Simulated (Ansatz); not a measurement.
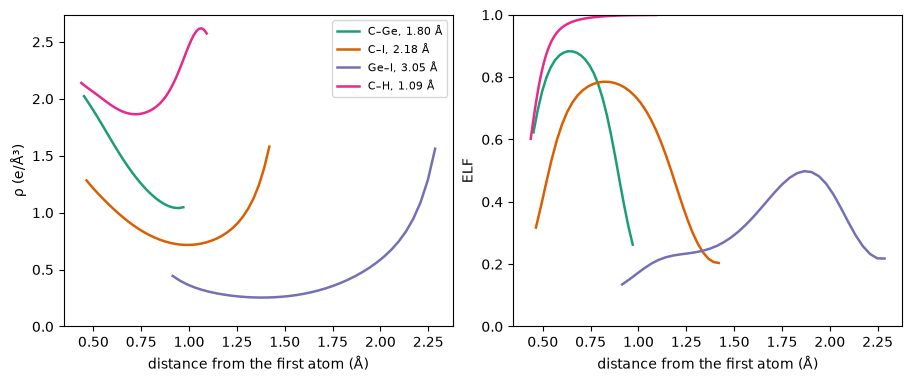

*CHGeI. Electron density and ELF along straight lines between neighbouring atoms. The curves leave out the atomic cores.*

Geometry: B3LYP-D3(BJ)/def2-SVP; core potentials replace the inner electrons of I.

All numbers below come from isolated molecule in a Gaussian basis; Kohn-Sham density functional theory, functional PBE0 in Ansatz.

### Compare the contacts.

C–Ge (1.80 Å): the density is about 1.1 e/Å³ at the midpoint; the ELF peaks at about 0.90 in the valence shell of C, 0.6 Å from its nucleus, and is about 0.45 at the midpoint.
C–I (2.18 Å): ρ is about 0.74 e/Å³ halfway; the ELF peaks at about 0.80 between the atoms (localised, covalent bonding).
Ge–I (3.05 Å): ρ at the midpoint is about 0.27 e/Å³; the ELF is about 0.30 at the midpoint.
C–H (1.09 Å): ρ at the midpoint is about 2 e/Å³; the ELF climbs to about 1 towards the hydrogen, as it does in any bond to H; an ordinary covalent bond to hydrogen.
